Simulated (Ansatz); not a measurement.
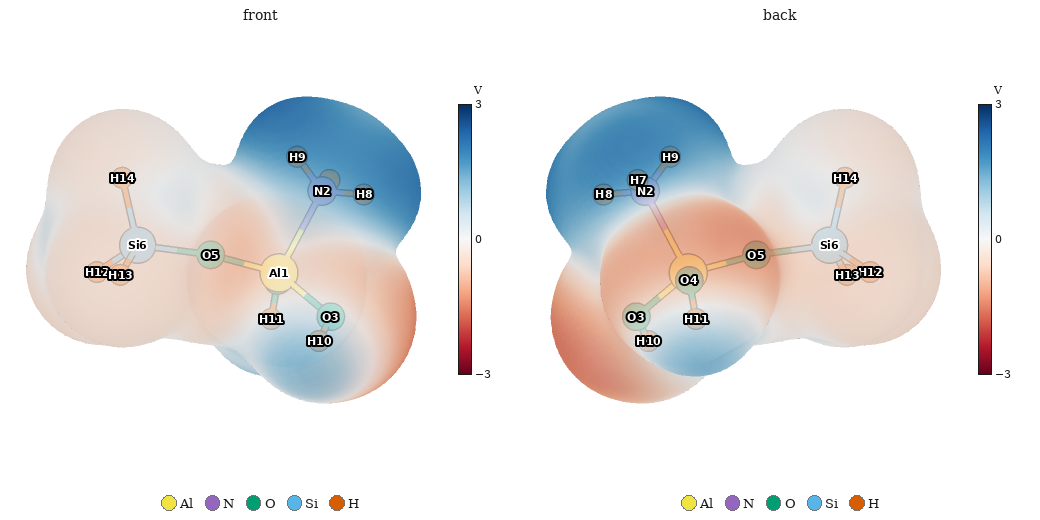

The picture shows: AlH$_{8}$NO$_{3}$Si. The electrostatic potential painted on the density surface at 0.001 e/bohr³, seen from the front and from behind; red is negative and blue positive.

Geometry: PBE0-D4/def2-SVP.

Level of theory: isolated molecule in a Gaussian basis; Kohn-Sham density functional theory, functional PBE0 (Ansatz).

```xyz
14

Al    0.5379    0.0138    0.6449
N    -0.5727    1.0509    1.9536
O     1.1299   -1.2573    1.6481
O     1.5864    1.3376    0.2890
O    -0.6394   -0.4435   -0.5358
Si   -1.4422   -0.6042   -1.9451
H    -0.1855    1.9949    1.9962
H    -0.5049    0.6245    2.8780
H    -1.5551    1.1042    1.6861
H     1.0625   -2.1802    1.4032
H     2.4439    1.2313   -0.1229
H    -0.6659   -0.0634   -3.1081
H    -1.7470   -2.0429   -2.2339
H    -2.7516    0.1286   -1.8988
```

Q: Describe the electrostatic potential map.

A: The most negative region (about −1.6 V) lies over O3, the most positive (about +2.2 V) over H9. O3 is the likeliest acceptor of a hydrogen bond.
